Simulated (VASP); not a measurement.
Band structure of LiMgBN2 (space group I-4m2). All values below come from PBEsol GGA, VASP's PBE PAW potentials (set 64) (plane waves; VASP 6.6.1).

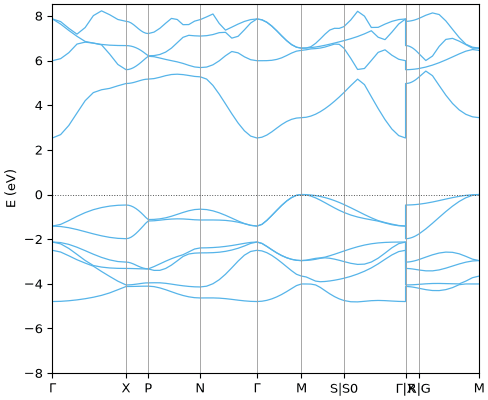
*Bands along high-symmetry lines, zero at the valence-band maximum or, without a gap, the Fermi level*

Read the plot: is there a gap, and where are the band edges?

The gap is indirect, 2.53 eV, from the valence maximum at M to the conduction minimum at Γ. (Edges off the drawn lines would not show.)

The structure comes from a computed database's LiMgBN2 entry (I-4m2); how it stands against other phases isn't given here. It was relaxed first.
